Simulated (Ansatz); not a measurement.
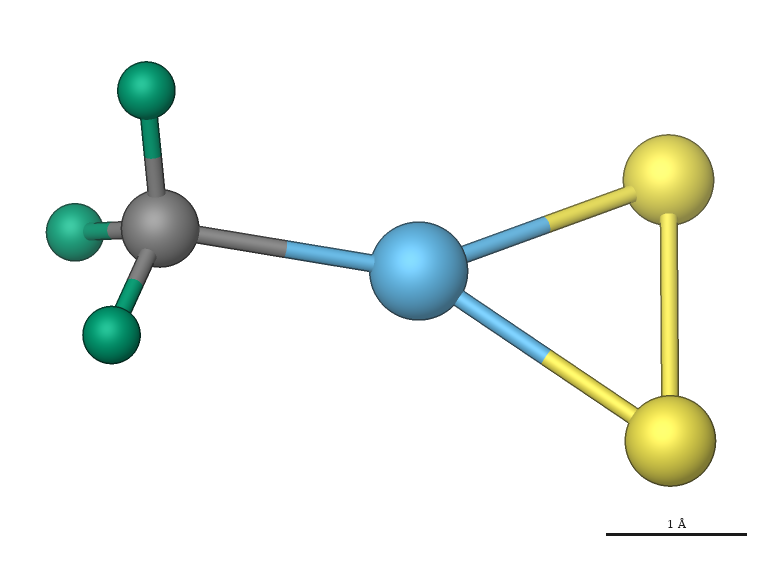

Ball-and-stick drawing of a structure. Every bond is drawn as one stick, whatever its order. Colours: carbon grey, gallium blue, sulfur yellow, hydrogen teal.

Computed geometry: PBE0-D4/def2-TZVP optimisation.

> Count the atoms of each element.

CH3GaS2, 7 atoms: 1 carbon, 3 hydrogen, 1 gallium and 2 sulfur.

> How many bonds of each kind are drawn?

3 C–H, 2 Ga–S, 1 C–Ga, 1 S–S.

More results for the same structure follow; atom numbers are the same in all pictures, views and colours differ.

**Electronic properties**

Level of theory: RKS r2SCAN-D4/def2-TZVPP (Ansatz 0.2.0).

> What is the HOMO energy (Kohn–Sham orbital)?

−5.00 eV.

> Estimate the dipole moment.

4.41 D.

> Give the LUMO energy (Kohn–Sham orbital) at this level.

−2.15 eV.

> Give the dispersion correction at this level.

−4.2 kJ/mol.

**Charges**

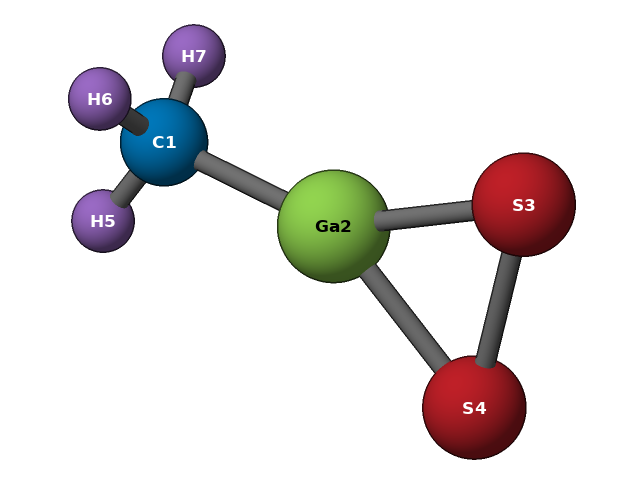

The questions are on Mulliken charges. Properties computed with RKS PBE0-D4/def2-TZVP (Ansatz 0.2.0).

Give the Mulliken charges atom by atom.

```
atom  value (e)
  C1      −0.54
 Ga2       0.50
  S3      −0.23
  S4      −0.23
  H5       0.17
  H6       0.17
  H7       0.17
```

**Vibrations**

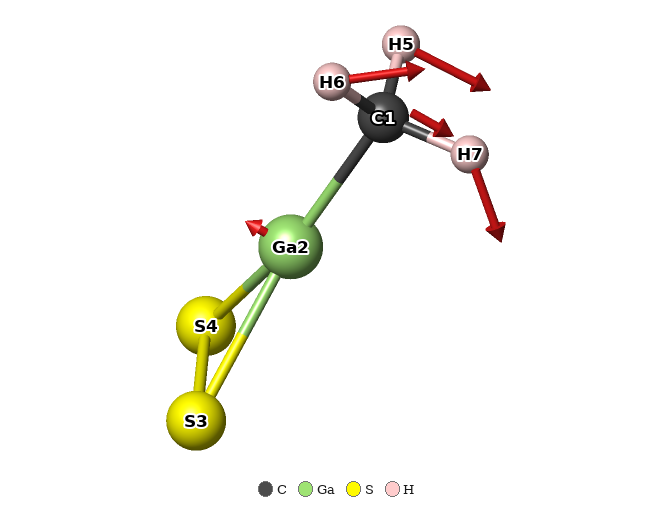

The arrows show one normal mode. Harmonic vibrations computed with RKS PBE0-D4/def2-TZVP (Ansatz 0.2.0) at a stationary point of the same level.

> Describe the motion.

A torsion or out-of-plane motion in which bond lengths and bond angles hardly change.

> Estimate its harmonic wavenumber.

126 cm⁻¹; it is mode 3 of 15 counted from the lowest.

Mulliken values depend strongly on the basis set and can even reverse the polarity of a bond.
